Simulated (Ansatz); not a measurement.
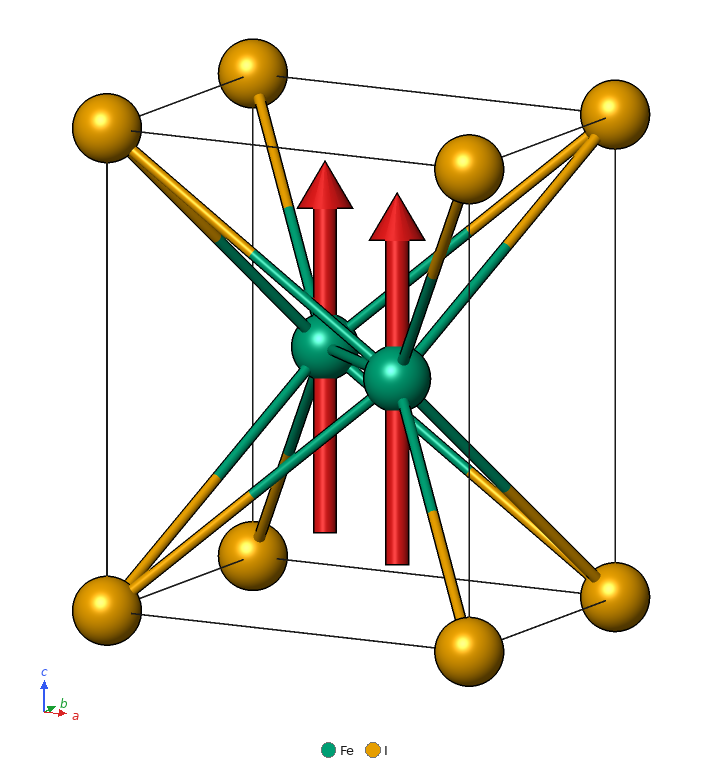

This ball-and-stick model is shown slightly off an axis. The edges of the simulation cell are marked. Arrows are the site magnetic moments above 0.25 μB (those induced on non-metal atoms are left out); longer means larger, and red and blue are up and down (without spin-orbit coupling the axis itself is arbitrary).

This is the state reached for Fe$_{2}$I. Run with Ansatz 0.2.0, DFT PBE, scalar-relativistic, plane waves, PAW and these settings: a cutoff energy of 420 eV, a 12×12×12 mesh of k-points, Gaussian smearing of 0.1 eV, collinear spins.

**What is the magnetic arrangement?**

Ferromagnetic (within this cell). Site moments: 2 Fe +2.5 μB. The net spin moment of the whole cell is 5.3 μB, including what lies between the atoms and on sites without an arrow.

The model was built from a textbook structure type filled with these elements (whether it is the usual form wasn't checked). This is the structure after a relaxation with DFT PBE, scalar-relativistic, plane waves, PAW (Ansatz 0.2.0).
